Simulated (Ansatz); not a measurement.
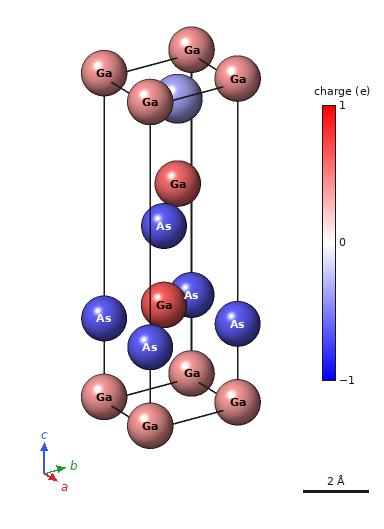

View slightly off an axis, drawn as a spheres-only model. One simulation cell is framed, with atoms on its boundary repeated. The atoms of this Ga3SbAs2 cell are coloured by their Bader charge.

Results below were computed with DFT PBEsol, scalar-relativistic, plane waves, PAW in Ansatz; the settings were E_cut = 420 eV, Brillouin-zone sampling on a 12×12×4 mesh, Gaussian smearing of 0.1 eV, no spin polarisation.

Question: Which element is the most positive, and which the most negative?

Answer: Most positive: Ga; most negative: As. Charges: about Ga +0.4 to +0.6 e; Sb -0.3 e; As -0.6 e.

Provenance: a structure type filled with these elements by a generator (whether the compound takes this form wasn't checked). Earlier steps of the study, as a rule a relaxation of our own, may have changed the cell and positions, so they can lie some per cent off the listed ones. A calculation with Ansatz used it as input.
